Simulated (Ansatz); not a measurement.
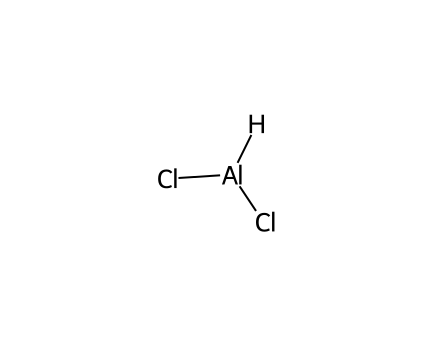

Skeletal drawing of a molecule.

Question: Give its SMILES.

Answer: [Cl][AlH][Cl]

Question: What is the molecular formula?

Answer: AlCl2H.

Question: An optimisation with PBE0-D4/def2-TZVP gave a structure of which point group?

Answer: C2v.

More results for the same structure follow; atom numbers are the same in all pictures, views and colours differ. The computed structure is the end point of a PBE0-D4/def2-TZVP optimisation.

**Shape**

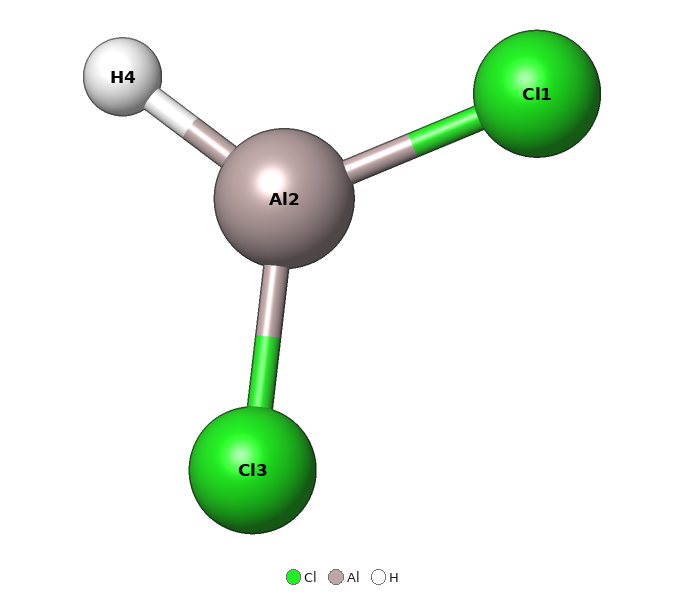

Numbered structure.

What are the angles Cl1–Al2–Cl3, Cl1–Al2–H4?

```csv
angle,degrees
Cl1–Al2–Cl3,118.2
Cl1–Al2–H4,120.9
```

**Levels of theory compared**

Program: Ansatz 0.2.0.

At this fixed geometry, give HOMO energy (eV), dipole (D) at these levels: B3LYP-D4/def2-TZVPP; PBE-D4/def2-TZVPP; r2SCAN-D4/def2-TZVPP; ωB97M-V/def2-TZVPP.

| level | HOMO energy (eV) | dipole (D) |
| --- | --- | --- |
| B3LYP-D4/def2-TZVPP | −9.06 | 1.00 |
| PBE-D4/def2-TZVPP | −7.94 | 0.92 |
| r2SCAN-D4/def2-TZVPP | −8.31 | 0.96 |
| ωB97M-V/def2-TZVPP | −11.53 | 1.00 |

**Vibrations**

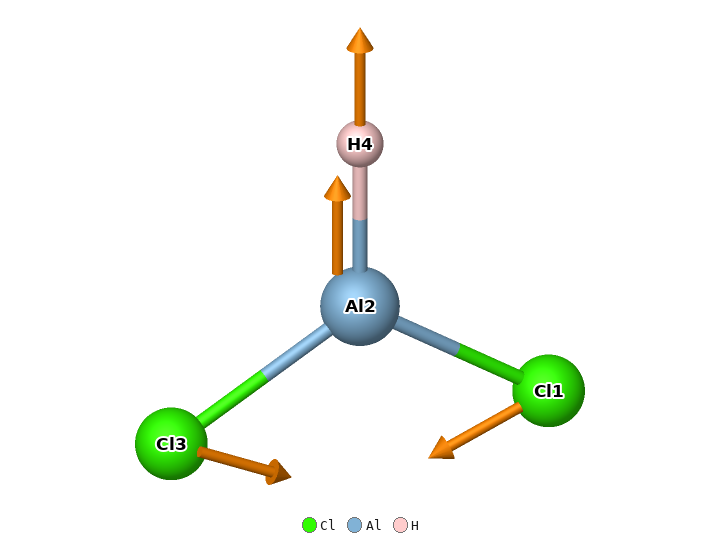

The arrows show one normal mode. Harmonic vibrations computed with RKS PBE0-D4/def2-TZVP (Ansatz 0.2.0) at a stationary point of the same level.

Question: Describe the motion.

Answer: Mostly Cl–Al–Cl bending.

Question: Estimate its harmonic wavenumber.

Answer: 160 cm⁻¹; it is mode 1 of 6 counted from the lowest.

**Thermal motion**

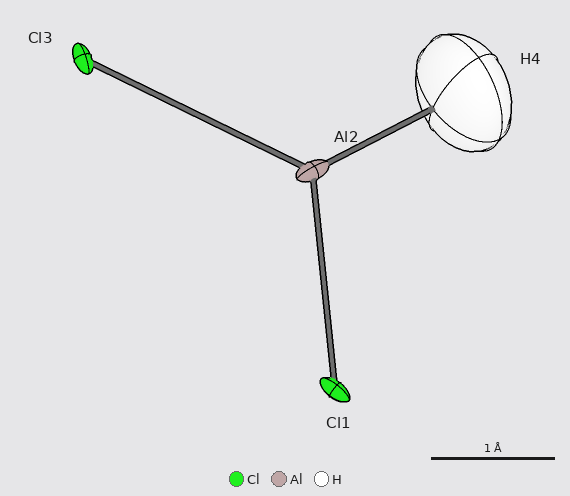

Displacement ellipsoids at the 50 % level, enlarged 2 times, from the internal vibrations of the free molecule (harmonic, no overall translation or rotation; no half-axis is drawn under 0.075 Å). Vibrations computed with RKS PBE0-D4/def2-TZVP (Ansatz 0.2.0). Temperature: 200 K.

Question: Which atom has the largest mean-square displacement?

Answer: H4, with U_eq = 0.0228 Å².

Question: Does H4 move more along its bond or across it?

Answer: Across it: the root-mean-square amplitude is 0.103 Å along the bond and up to 0.179 Å across, since bending and torsion are softer than stretching.

Give the displacement parameters, one line for each set of equivalent atoms.

```tsv
atom	U_eq (Å²)	rms amplitudes (Å)
Cl1, Cl3	0.00084	0.004, 0.017, 0.047
Al2	0.0012	0.016, 0.026, 0.051
H4	0.0228	0.103, 0.161, 0.179
```
